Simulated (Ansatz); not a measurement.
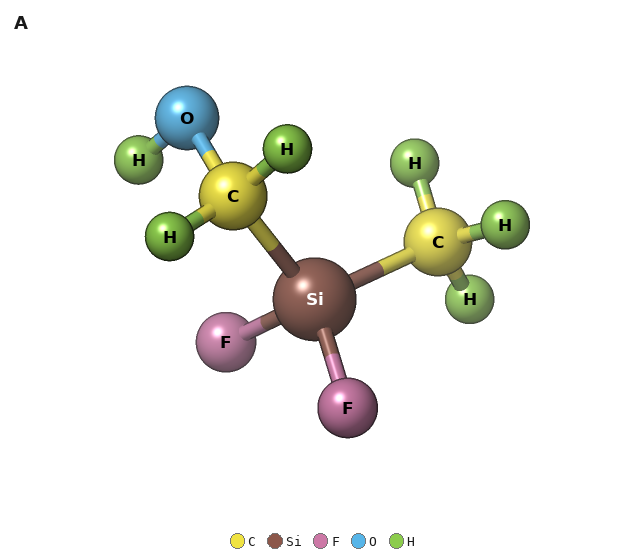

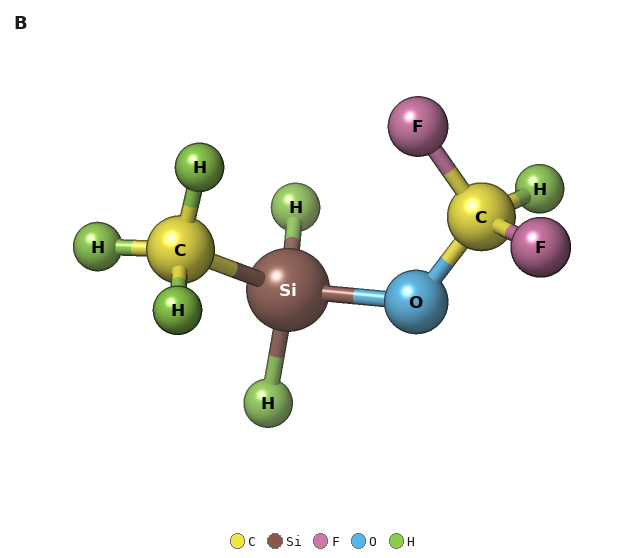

2 stationary structures of one formula. Geometries: PBE-D4/def2-SVP. Electronic energies: PBE-D4/def2-SVP (Ansatz 0.2.0), without zero-point energy. No frequency run is at hand to confirm each as a minimum. Each is one conformer, not always the lowest.

Question: Are they conformers, stereoisomers or constitutional isomers?

Answer: They are constitutional isomers of C2H6F2OSi: A `C[Si](F)(F)CO`, B `C[SiH2]OC(F)F`.

Question: Rank them by energy, lowest first.

Answer: A is lowest; B lies 197.5 kJ/mol above it.
